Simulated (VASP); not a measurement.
Band structure of VN (rock salt). Computed with RPBE GGA, VASP's PBE PAW potentials (set 64) (plane waves; VASP).

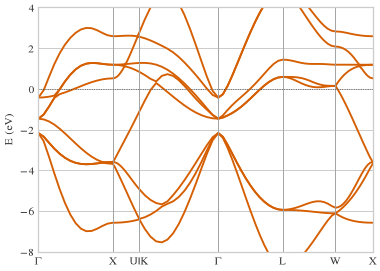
*Bands along high-symmetry lines, zero at the valence-band maximum or, without a gap, the Fermi level*

Problem. Read the plot: is there a gap, and where are the band edges?

Solution. It has no gap at this level: it comes out as a metal or semimetal. (Edges off the drawn lines would not show.)

The compound is VN in the rock salt structure, which distorts at low temperature. It was relaxed first. The run is not spin-polarised, so no magnetic state was tried. VASP warned that the highest band is occupied, so more bands are needed.
